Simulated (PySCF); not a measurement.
# C₃H₇AlO: NMR shifts at several levels of theory, part 2 of 2

PySCF 2.14.0. Atoms count from 0.

## 8. Nuclear shieldings: KT2/pcSseg-2

Job settings and geometry (Å):

```
{"job": {"kind": "nmr", "xc": "KT2", "basis": "pcSseg-2", "pop": false}, "charge": 0, "multiplicity": 1}
C     -2.917961     0.006023    -0.184981
C     -1.699283    -0.341981    -0.628909
Al    -0.127032     0.221622     0.349513
O      1.406025    -0.205954    -0.241275
C      2.749137    -0.066269     0.070951
H     -3.845153    -0.283746    -0.696630
H     -3.054349     0.605829     0.724998
H     -1.650229    -0.943646    -1.546789
H     -0.257325     1.072956     1.685282
H      3.221252    -1.053275     0.225003
H      3.293078     0.429578    -0.753004
H      2.921558     0.530391     0.987634
```

Method: GIAO KT2/pcSseg-2 NMR shielding, non-relativistic, gas phase.

Log:

```text
coarse grid: 10312 points
cycle   1  E = -441.4706214956  dE =  2.910e-01  |g| = 9.610e-01  |ddm| = 2.400e+00
cycle   2  E = -439.9674204911  dE =  1.503e+00  |g| = 2.583e+00  |ddm| = 3.903e+00
cycle   3  E = -441.6213521727  dE = -1.654e+00  |g| = 3.793e-01  |ddm| = 3.651e+00
cycle   4  E = -441.6527883073  dE = -3.144e-02  |g| = 1.973e-01  |ddm| = 4.674e-01
cycle   5  E = -441.6631916268  dE = -1.040e-02  |g| = 3.388e-02  |ddm| = 1.725e-01
cycle   6  E = -441.6634326187  dE = -2.410e-04  |g| = 1.763e-02  |ddm| = 4.333e-02
cycle   7  E = -441.6634932298  dE = -6.061e-05  |g| = 1.033e-02  |ddm| = 1.720e-02
cycle   8  E = -441.6635233091  dE = -3.008e-05  |g| = 1.439e-03  |ddm| = 8.028e-03
cycle   9  E = -441.6635238734  dE = -5.643e-07  |g| = 3.985e-04  |ddm| = 1.566e-03
final grid: 94328 points
cycle  10  E = -441.6910737160  dE = -3.279e-04  |g| = 1.372e-02  |ddm| = 1.324e-01
cycle  11  E = -441.6910171412  dE =  5.657e-05  |g| = 1.993e-02  |ddm| = 2.153e-02
cycle  12  E = -441.6910959941  dE = -7.885e-05  |g| = 5.646e-03  |ddm| = 1.655e-02
cycle  13  E = -441.6911012388  dE = -5.245e-06  |g| = 1.607e-03  |ddm| = 3.919e-03
cycle  14  E = -441.6911018800  dE = -6.412e-07  |g| = 1.604e-04  |ddm| = 1.254e-03
cycle  15  E = -441.6911018835  dE = -3.449e-09  |g| = 8.676e-05  |ddm| = 1.810e-04
cycle  16  E = -441.6911018854  dE = -1.902e-09  |g| = 2.055e-05  |ddm| = 6.734e-05
cycle  17  E = -441.6911018855  dE = -1.072e-10  |g| = 9.830e-06  |ddm| = 2.216e-05
converged SCF energy = -441.6911018855

GIAO shielding tensors (ppm)
atom      isotropic    diamagn.    paramagn.     s11        s22        s33       span
  0 C       35.529     252.689    -217.160    -92.623     36.404    162.806    255.429
  1 C       39.636     255.248    -215.612    -67.554     13.471    172.990    240.543
  2 Al     394.757     799.347    -404.590    355.775    383.250    445.246     89.470
  3 O      240.597     397.065    -156.467    101.747    285.823    334.222    232.475
  4 C      125.194     233.465    -108.271     93.926    100.518    181.137     87.212
  5 H       24.285      27.347      -3.062     21.140     24.194     27.520      6.380
  6 H       24.856      31.499      -6.643     21.249     24.781     28.539      7.291
  7 H       24.812      30.822      -6.010     22.006     25.041     27.388      5.382
  8 H       26.443      30.019      -3.575     23.490     24.861     30.979      7.489
  9 H       27.128      27.175      -0.046     23.355     24.944     33.086      9.731
 10 H       27.131      27.159      -0.028     23.372     24.948     33.073      9.701
 11 H       26.899      28.150      -1.251     23.264     24.994     32.440      9.176
```

Wall time 46 s (1 thread of Arm Neoverse V1, shared host); peak memory 0.85 GiB.

In short: δ C0 146.8, C1 142.6, C4 57.1, Al2 98.2, H5 6.89, H7 6.37 ppm.

## 9. Shielding tensors: KT3/pcSseg-2

Settings changed since step 8:

```diff
@@ -1,2 +1,2 @@
-{"job": {"kind": "nmr", "xc": "KT2", "basis": "pcSseg-2", "pop": false}, "charge": 0, "multiplicity": 1}
+{"job": {"kind": "nmr", "xc": "KT3", "basis": "pcSseg-2", "pop": false}, "charge": 0, "multiplicity": 1}
 C     -2.917961     0.006023    -0.184981
```

Level: GIAO KT3/pcSseg-2 NMR shielding, non-relativistic, gas phase.

Log:

```text
coarse grid: 10312 points
cycle   1  E = -441.0358967835  dE =  2.733e-01  |g| = 9.716e-01  |ddm| = 2.385e+00
cycle   2  E = -439.5610076230  dE =  1.475e+00  |g| = 2.566e+00  |ddm| = 4.270e+00
cycle   3  E = -441.1921068447  dE = -1.631e+00  |g| = 3.823e-01  |ddm| = 4.006e+00
cycle   4  E = -441.2242314812  dE = -3.212e-02  |g| = 1.947e-01  |ddm| = 4.684e-01
cycle   5  E = -441.2343671136  dE = -1.014e-02  |g| = 3.535e-02  |ddm| = 1.662e-01
cycle   6  E = -441.2345116935  dE = -1.446e-04  |g| = 2.717e-02  |ddm| = 4.294e-02
cycle   7  E = -441.2347094889  dE = -1.978e-04  |g| = 7.572e-03  |ddm| = 2.123e-02
cycle   8  E = -441.2347257607  dE = -1.627e-05  |g| = 1.167e-03  |ddm| = 7.091e-03
cycle   9  E = -441.2347261442  dE = -3.835e-07  |g| = 3.377e-04  |ddm| = 1.361e-03
final grid: 94328 points
cycle  10  E = -441.2574565009  dE = -3.048e-04  |g| = 1.665e-02  |ddm| = 1.076e-01
cycle  11  E = -441.2573262478  dE =  1.303e-04  |g| = 3.046e-02  |ddm| = 2.470e-02
cycle  12  E = -441.2574878165  dE = -1.616e-04  |g| = 5.139e-03  |ddm| = 2.041e-02
cycle  13  E = -441.2574923218  dE = -4.505e-06  |g| = 6.843e-04  |ddm| = 3.731e-03
cycle  14  E = -441.2574924154  dE = -9.362e-08  |g| = 3.925e-04  |ddm| = 7.617e-04
cycle  15  E = -441.2574924494  dE = -3.405e-08  |g| = 1.915e-04  |ddm| = 3.143e-04
cycle  16  E = -441.2574924593  dE = -9.920e-09  |g| = 2.400e-05  |ddm| = 1.392e-04
cycle  17  E = -441.2574924595  dE = -1.872e-10  |g| = 4.227e-06  |ddm| = 3.110e-05
converged SCF energy = -441.2574924595

GIAO shielding tensors (ppm)
atom      isotropic    diamagn.    paramagn.     s11        s22        s33       span
  0 C       36.787     252.369    -215.582    -91.334     40.619    161.075    252.408
  1 C       41.539     254.556    -213.017    -67.147     18.312    173.454    240.601
  2 Al     412.339     798.724    -386.385    370.320    404.257    462.441     92.121
  3 O      251.799     398.656    -146.856    130.255    292.742    332.402    202.147
  4 C      124.933     234.572    -109.639     94.563    100.715    179.521     84.959
  5 H       24.505      27.275      -2.771     21.262     24.420     27.833      6.570
  6 H       25.045      31.761      -6.716     21.432     24.980     28.722      7.290
  7 H       25.032      31.045      -6.013     22.104     25.362     27.631      5.526
  8 H       26.947      30.740      -3.793     23.967     25.418     31.457      7.490
  9 H       27.374      27.254       0.120     23.598     25.205     33.319      9.722
 10 H       27.376      27.234       0.142     23.613     25.209     33.306      9.693
 11 H       27.175      28.231      -1.056     23.570     25.251     32.706      9.136
```

It took 46 s on 1 thread of Arm Neoverse V1, shared host; peak memory 0.85 GiB.

Key values: δ C0 144.5, C1 139.8, C4 56.4, Al2 87.1, H5 6.85, H7 6.32 ppm.

## 10. NMR shieldings: B97-D/pcSseg-2

Settings changed since step 9:

```diff
@@ -1,2 +1,2 @@
-{"job": {"kind": "nmr", "xc": "KT3", "basis": "pcSseg-2", "pop": false}, "charge": 0, "multiplicity": 1}
+{"job": {"kind": "nmr", "xc": "B97-D", "basis": "pcSseg-2", "pop": false}, "charge": 0, "multiplicity": 1}
 C     -2.917961     0.006023    -0.184981
```

With the program's defaults for keys left out, this is: GIAO B97-D/pcSseg-2 NMR shielding, non-relativistic, gas phase.

Log:

```text
coarse grid: 10312 points
cycle   1  E = -435.9384002681  dE =  2.584e-01  |g| = 9.783e-01  |ddm| = 2.422e+00
cycle   2  E = -434.5095373223  dE =  1.429e+00  |g| = 2.570e+00  |ddm| = 3.851e+00
cycle   3  E = -436.0921593020  dE = -1.583e+00  |g| = 3.941e-01  |ddm| = 3.574e+00
cycle   4  E = -436.1263744315  dE = -3.422e-02  |g| = 1.902e-01  |ddm| = 4.498e-01
cycle   5  E = -436.1357325490  dE = -9.358e-03  |g| = 3.553e-02  |ddm| = 1.614e-01
cycle   6  E = -436.1359086412  dE = -1.761e-04  |g| = 2.657e-02  |ddm| = 4.330e-02
cycle   7  E = -436.1360869769  dE = -1.783e-04  |g| = 8.787e-03  |ddm| = 2.066e-02
cycle   8  E = -436.1361083063  dE = -2.133e-05  |g| = 1.177e-03  |ddm| = 7.624e-03
cycle   9  E = -436.1361086820  dE = -3.757e-07  |g| = 3.900e-04  |ddm| = 1.296e-03
final grid: 94328 points
cycle  10  E = -436.1394885172  dE = -1.260e-04  |g| = 9.043e-03  |ddm| = 5.396e-02
cycle  11  E = -436.1394844496  dE =  4.068e-06  |g| = 7.967e-03  |ddm| = 9.428e-03
cycle  12  E = -436.1394940052  dE = -9.556e-06  |g| = 2.658e-03  |ddm| = 7.158e-03
cycle  13  E = -436.1394957061  dE = -1.701e-06  |g| = 5.287e-04  |ddm| = 2.045e-03
cycle  14  E = -436.1394957569  dE = -5.080e-08  |g| = 1.406e-04  |ddm| = 3.887e-04
cycle  15  E = -436.1394957606  dE = -3.781e-09  |g| = 3.618e-05  |ddm| = 1.213e-04
cycle  16  E = -436.1394957610  dE = -3.257e-10  |g| = 1.717e-05  |ddm| = 4.239e-05
converged SCF energy = -436.1394957610

GIAO shielding tensors (ppm)
atom      isotropic    diamagn.    paramagn.     s11        s22        s33       span
  0 C       28.560     252.266    -223.707   -103.730     30.403    159.006    262.736
  1 C       32.530     254.207    -221.678    -80.834      5.786    172.636    253.470
  2 Al     401.225     797.137    -395.912    359.330    392.296    452.048     92.719
  3 O      250.713     399.255    -148.542    125.090    291.494    335.556    210.466
  4 C      121.971     235.731    -113.760     91.764     97.516    176.634     84.870
  5 H       24.440      28.101      -3.660     21.162     24.494     27.665      6.503
  6 H       24.941      31.203      -6.261     21.152     25.037     28.634      7.482
  7 H       24.934      31.657      -6.723     21.537     25.457     27.808      6.271
  8 H       26.898      30.562      -3.664     23.928     25.370     31.396      7.468
  9 H       27.366      27.419      -0.053     23.625     25.209     33.263      9.638
 10 H       27.368      27.406      -0.038     23.638     25.215     33.250      9.612
 11 H       27.174      28.184      -1.010     23.551     25.277     32.695      9.144
```

It took 45 s on 1 thread of Arm Neoverse V1, shared host; peak memory 0.85 GiB.

Key values: δ C0 150.5, C1 146.5, C4 57.1, Al2 92.0, H5 6.96, H7 6.46 ppm.

## 11. Nuclear shieldings: B3LYP/pcSseg-2

Settings changed since step 10:

```diff
@@ -1,2 +1,2 @@
-{"job": {"kind": "nmr", "xc": "B97-D", "basis": "pcSseg-2", "pop": false}, "charge": 0, "multiplicity": 1}
+{"job": {"kind": "nmr", "xc": "B3LYP", "basis": "pcSseg-2", "pop": false}, "charge": 0, "multiplicity": 1}
 C     -2.917961     0.006023    -0.184981
```

Level: GIAO B3LYP/pcSseg-2 NMR shielding, non-relativistic, gas phase.

Log:

```text
coarse grid: 10312 points
cycle   1  E = -436.1649821538  dE =  2.695e-01  |g| = 8.798e-01  |ddm| = 2.358e+00
cycle   2  E = -435.6472347277  dE =  5.177e-01  |g| = 1.792e+00  |ddm| = 2.025e+00
cycle   3  E = -436.3051441258  dE = -6.579e-01  |g| = 2.106e-01  |ddm| = 1.660e+00
cycle   4  E = -436.3136658688  dE = -8.522e-03  |g| = 9.113e-02  |ddm| = 2.003e-01
cycle   5  E = -436.3158220126  dE = -2.156e-03  |g| = 1.321e-02  |ddm| = 7.453e-02
cycle   6  E = -436.3158482073  dE = -2.619e-05  |g| = 8.847e-03  |ddm| = 1.448e-02
cycle   7  E = -436.3158681151  dE = -1.991e-05  |g| = 1.361e-03  |ddm| = 5.828e-03
cycle   8  E = -436.3158685882  dE = -4.731e-07  |g| = 2.229e-04  |ddm| = 1.084e-03
final grid: 94328 points
cycle   9  E = -436.3220803281  dE = -6.007e-05  |g| = 5.008e-03  |ddm| = 3.100e-02
cycle  10  E = -436.3220769435  dE =  3.385e-06  |g| = 6.222e-03  |ddm| = 6.921e-03
cycle  11  E = -436.3220862335  dE = -9.290e-06  |g| = 7.211e-04  |ddm| = 4.078e-03
cycle  12  E = -436.3220863043  dE = -7.078e-08  |g| = 3.974e-04  |ddm| = 6.529e-04
cycle  13  E = -436.3220863331  dE = -2.882e-08  |g| = 6.823e-05  |ddm| = 2.463e-04
cycle  14  E = -436.3220863341  dE = -9.252e-10  |g| = 1.159e-05  |ddm| = 6.229e-05
converged SCF energy = -436.3220863341

GIAO shielding tensors (ppm)
atom      isotropic    diamagn.    paramagn.     s11        s22        s33       span
  0 C       22.459     250.628    -228.169   -120.420     27.368    160.429    280.849
  1 C       25.150     253.321    -228.171    -97.598     -0.580    173.629    271.227
  2 Al     383.575     795.831    -412.256    340.787    369.469    440.470     99.683
  3 O      259.003     398.499    -139.496    136.767    300.744    339.498    202.731
  4 C      123.285     231.838    -108.554     93.288     99.143    177.423     84.135
  5 H       24.455      28.471      -4.016     21.055     24.401     27.909      6.855
  6 H       24.945      31.241      -6.297     20.976     25.000     28.858      7.882
  7 H       24.871      31.614      -6.744     21.305     25.326     27.981      6.677
  8 H       26.879      30.235      -3.356     23.831     25.438     31.367      7.536
  9 H       27.454      27.583      -0.129     23.642     25.356     33.363      9.721
 10 H       27.454      27.576      -0.122     23.653     25.359     33.350      9.697
 11 H       27.306      28.133      -0.827     23.645     25.486     32.787      9.142
```

It took 34 s on 1 thread of Arm Neoverse V1, shared host; peak memory 1.1 GiB.

In short: δ C0 156.7, C1 154.0, C4 55.9, Al2 94.6, H5 6.93, H7 6.52 ppm.

## 12. Side by side: NMR shifts

Shifts (ppm) of some atoms, chosen among heavy atoms and hydrogens apart, means over like atoms, with basis size and wall time:

| run | C0 | C1 | C4 | H8 | H9 | Al2 | O3 | functions | time |
| --- | --- | --- | --- | --- | --- | --- | --- | --- | --- |
| HF/pcSseg-2 | 156.8 | 149.9 | 49.7 | 4.29 | 3.52 | 80.7 | 15.7 | 285 | 23 s |
| LDA/pcSseg-2 | 163.1 | 162.0 | 57.9 | 5.03 | 4.21 | 116.1 | 96.5 | 285 | 43 s |
| PBE/pcSseg-2 | 156.3 | 153.1 | 57.6 | 4.76 | 4.14 | 101.8 | 86.1 | 285 | 55 s |
| BLYP/pcSseg-2 | 154.6 | 153.1 | 57.8 | 4.63 | 4.18 | 99.7 | 87.6 | 285 | 47 s |
| BP86/pcSseg-2 | 155.8 | 152.3 | 57.7 | 4.75 | 4.12 | 99.3 | 83.5 | 285 | 49 s |
| OPBE/pcSseg-2 | 151.8 | 145.4 | 56.4 | 4.55 | 3.98 | 87.7 | 67.1 | 285 | 45 s |
| KT2/pcSseg-2 | 146.8 | 142.6 | 57.1 | 4.73 | 4.12 | 98.2 | 83.8 | 285 | 46 s |
| KT3/pcSseg-2 | 144.5 | 139.8 | 56.4 | 4.41 | 4.05 | 87.1 | 72.0 | 285 | 46 s |
| B97-D/pcSseg-2 | 150.5 | 146.5 | 57.1 | 4.50 | 4.09 | 92.0 | 74.5 | 285 | 45 s |
| B3LYP/pcSseg-2 | 156.7 | 154.0 | 55.9 | 4.51 | 3.98 | 94.6 | 66.8 | 285 | 34 s |

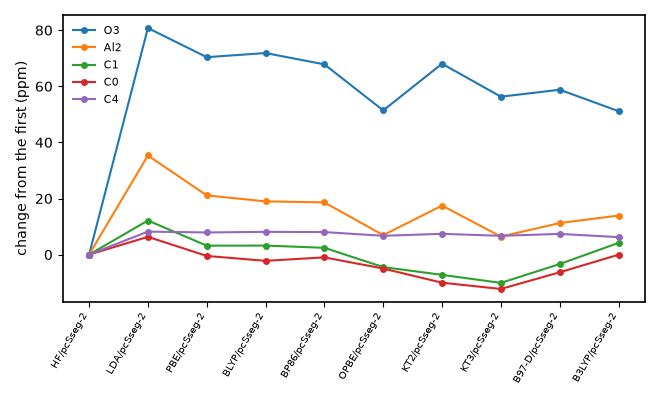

How five of the tabulated atoms move from run to run.

## 13. Results

This closing draws on all 2 parts.

```
                                                            quantity                             value
                                13C shifts against TMS (HF/pcSseg-2)            156.8, 149.9, 49.7 ppm
1H shifts against TMS (HF/pcSseg-2, means over atoms taken as alike)  6.84, 6.41, 6.40, 4.29, 3.52 ppm
                             27Al shifts against AlH4- (HF/pcSseg-2)                          80.7 ppm
                                17O shifts against H2O (HF/pcSseg-2)                          15.7 ppm
                                            range of the shift of O3                  15.7 to 96.5 ppm
```

What this shows: Single values in the summary come from the first sound run of each kind (HF/pcSseg-2), which need not be the best level. The most deshielded carbon is C0 (terminal =CH2 carbon), at 156.8 ppm: the olefinic region. In ppm, O3 moves most: its shift spreads over 80.8 ppm, from 15.7 (HF/pcSseg-2) to 96.5 (LDA/pcSseg-2).
